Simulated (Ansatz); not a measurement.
```xyz
9

In   -0.555   -0.237    0.029
O     1.496    0.955   -0.012
O     0.317   -2.011   -0.417
O    -2.088    0.688   -0.917
H     1.328    0.977    0.976
F    -0.098    0.389    1.921
H     2.200    0.284   -0.134
H    -0.214   -2.473   -1.098
H    -2.386    1.429   -0.348
```

### Where will the first 4 clear peaks of this molecule's radial distribution curve from gas electron diffraction lie, and which pairs make them?

Peak 1, 0.99 Å: O–H 0.98–1.00 Å (×4)
Peak 2, 2.03 Å: In–O 2.03 Å (×2), In–F 2.04 Å
Peak 3, 2.38 Å: In–O 2.37 Å, In···H 2.43–2.53 Å (×3), F···O 2.57 Å, not resolved
Peak 4, 3.44 Å: O···O 3.22–3.71 Å (×3), F···O 3.38–3.48 Å (×2), not resolved; in its flanks O···H 3.92–4.38 Å

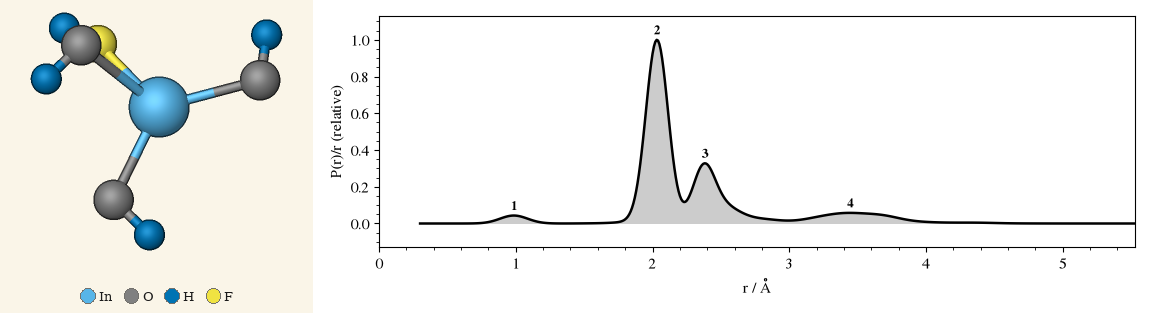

Simulated gas electron diffraction: radial distribution curve of FH4InO3. Each pair of atoms contributes with weight ZᵢZⱼ/r; damping constant 0.002 Å²; vibrational amplitudes assumed, not computed: 0.05 Å for bonds, 0.078 Å for bonds to H, 0.06 + 0.015 r up to 0.15 Å for other pairs. The geometry is the end point of an optimisation (Ansatz, RKS BLYP-D4/def2-SVP); it may be a saddle point or a higher isomer.
